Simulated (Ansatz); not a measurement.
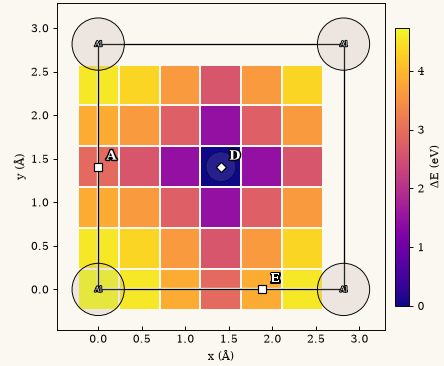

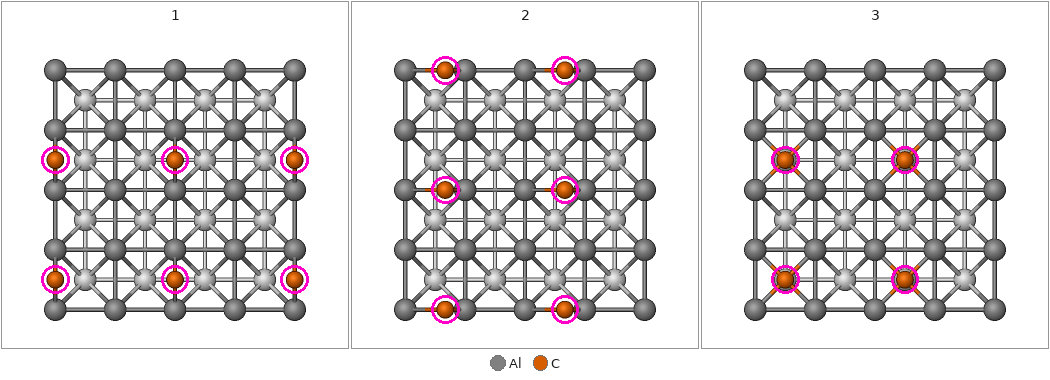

C on an Al(100) slab cut from the Fm-3m phase, its upper half relaxed before the scan (12 atoms of substrate and one adsorbate in a 2 × 2 cell). C is moved over the surface cell; relaxed at each place: the height of the adsorbate's atoms; substrate rigid; the origin of the map has the adsorbate above Al9. Places are given modulo a cell vector. The map is drawn in real space over the plane of the surface. The scan uses a 6 × 6 grid; 10 points were computed and 26 follow by symmetry. Places are given in fractions of the 1 × 1 surface cell. All energies are given in eV relative to the lowest grid point. Method: DFT LDA, scalar-relativistic, plane waves, PAW (Ansatz 0.2.0). Settings: cutoff 420 eV, k-mesh 5×5×1, gaussian smearing 0.1 eV, no spin polarisation.

In the figure: one coloured cell a grid point, labelled circles for the atoms of the top layer and small ones for the second layer, the outline of one cell of the plane, lettered points. The numbered pictures are the structures at these points, in random order. Rings mark the moved atoms.

Question: Which structure belongs to which point?

Answer: A is structure 1: a bridge site between two Al atoms, (0/6, 3/6) of the cell vectors, 2.92 eV; D is structure 3: a fourfold hollow over a second-layer Al atom, (3/6, 3/6) of the cell vectors, 0.00 eV; E is structure 2: (4/6, 0/6) of the cell vectors [nearest 1 Al at 1.83 Å], 3.85 eV.
